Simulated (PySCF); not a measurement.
# C4H5PS: the cost of one run

Programs: PySCF 2.14.0, with routines of our own; each step states its level. All values are computed. Atoms count from 0.

## (1) The system as given

11 atoms, charge 0, multiplicity 1; geometry from: GFN2-xTB.

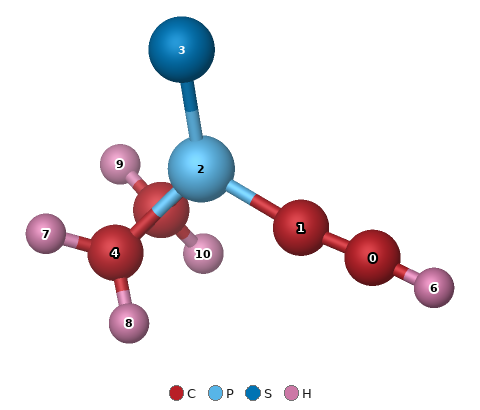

The starting geometry (carbon red, phosphorus blue, sulfur blue, hydrogen pink).

## (2) Optimising the geometry at PBE0-D3(BJ)/def2-SVP

What the job is given:

```
{"job": {"xc": "PBE0", "basis": "def2-SVP", "d3": "d3bj", "grid": 1, "kind": "geom"}, "charge": 0, "multiplicity": 1}
C      2.718465    -0.366901     0.216943
C      1.591327    -0.007480     0.000337
P      0.059332     0.724746    -0.452474
S      0.037250     2.369052    -1.483616
C     -1.168555     0.202192     0.787107
C     -1.172160    -0.615450    -0.524390
H      3.678060    -0.734056     0.440577
H     -2.017356     0.855595     0.945025
H     -0.843829    -0.313756     1.680059
H     -2.021264    -0.464184    -1.178991
H     -0.855847    -1.647087    -0.456539
```

The run is started by

```console
$ OMP_NUM_THREADS=1 python excited_run.py task.json out
```

This one command runs all jobs of the session in turn.

Q: Estimate the wall time and peak memory of this first job on 1 thread of Arm Neoverse V1, shared host.

About 30 s, with a peak of 0.53 GiB.
